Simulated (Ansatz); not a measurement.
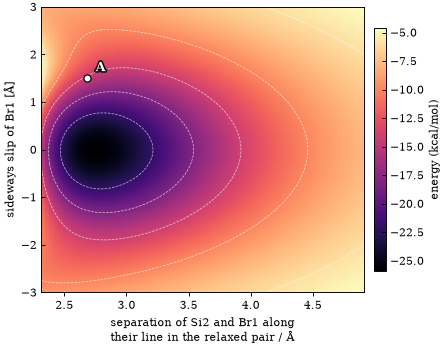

The pair Br···FH₃Si, charge −1. 
- The first coordinate is: separation of Si2 and Br1 along their line in the relaxed pair; the second: sideways slip of Br1.
- Nothing is relaxed (both partners rigid).
- The grid has 9 × 9 points.
- Points are written as (first, second).
- Energies: kcal/mol, counted from the ion and the molecule far apart, frozen as in the relaxed pair, each in its own basis (no counterpoise correction).
- Method: Ansatz, RKS PBE0-D4/def2-TZVPD.

In the figure: a smooth colour map with a few white contour lines, the point A. Between grid points the surface is interpolated.

**Which way does the force act at A, and how strong is it?**

A, at (2.685 Å, 1.50 Å), is not a stationary point. The computed force is 10 kcal/mol for each Å towards larger values of the first coordinate and 8 kcal/mol for each Å towards smaller values of sideways slip of Br1.
